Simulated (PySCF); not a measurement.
## Electronic structure of C3H16Si4 (SMILES [SiH3]C[SiH2]C[SiH2]C[SiH3]) in real space

Input file:

```
{"job": {"kind": "uv", "xc": "wB97X-D", "basis": "def2-SVPD", "ip": true}, "charge": 0, "multiplicity": 1}
Si    -4.240028     0.275316    -0.156653
C     -2.915448     1.295004     0.705483
Si    -1.257128     0.431238     0.933736
C     -0.522334    -0.118639    -0.707814
Si     1.148003    -0.980477    -0.600441
C      2.476315     0.158758     0.094680
Si     4.202525    -0.583233     0.172921
H     -5.546693     1.002125    -0.192128
H     -3.836596    -0.025781    -1.565631
H     -4.439736    -1.024489     0.556555
H     -3.292769     1.587134     1.701116
H     -2.759439     2.229085     0.138207
H     -1.443309    -0.764804     1.815607
H     -0.306165     1.359297     1.626934
H     -0.424265     0.759839    -1.370383
H     -1.231970    -0.806909    -1.200034
H      1.567112    -1.446499    -1.961181
H      1.026862    -2.188842     0.276051
H      2.182749     0.474095     1.110885
H      2.515981     1.073152    -0.523263
H      5.182599     0.395643     0.738702
H      4.665376    -0.972946    -1.194896
H      4.207492    -1.804597     1.036228
```

Command:

```sh
OMP_NUM_THREADS=1 python probes_run.py task.json out
```

Geometry: PBE0-D3(BJ)/def2-SVP.

Level of theory: wB97X-D/def2-SVPD, SCF density, gas phase in PySCF.

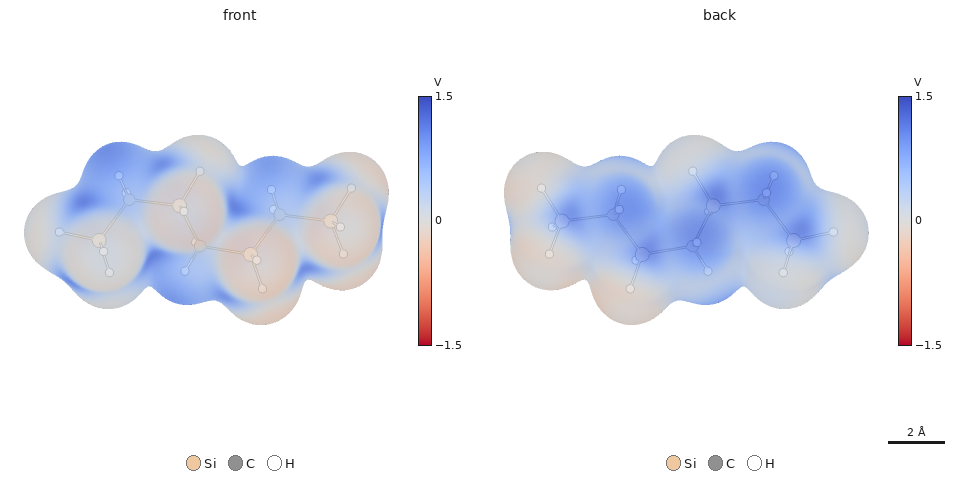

Figure 1. The electrostatic potential painted on the density surface at 0.002 e/bohr³, seen from the front and from behind; red is negative and blue positive.

### Which sites attract a positive test charge, and which a negative one?

A positive charge is drawn to the negative regions and a negative charge to the positive ones. The most negative region (about −0.2 V) lies over the H atoms, the most positive (about +1.1 V, or +25 kcal/mol for a unit charge) over the H and Si atoms.

### What dipole moment does the calculation give?

Its dipole moment is 1.75 D.

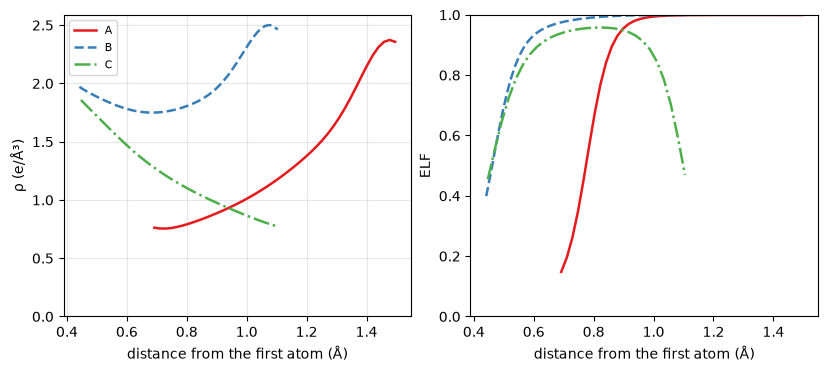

Figure 2. Total electron density and ELF along straight lines between neighbouring atoms. The curves leave out the atomic cores.

### Which curve belongs to which contact (C–H, C–Si and Si–H)? The first atom named is at distance zero.

Curve A: Si–H (1.50 Å): ρ is about 0.76 e/Å³ halfway; the ELF climbs to about 1 towards the hydrogen, as it does in any bond to H. Curve B: C–H (1.10 Å): ρ is about 1.8 e/Å³ halfway; the ELF climbs to about 1 towards the hydrogen (an ordinary covalent bond to hydrogen). Curve C: C–Si (1.88 Å): the density is about 0.93 e/Å³ at the midpoint; the ELF peaks at about 0.95 between the atoms: a shared electron pair.
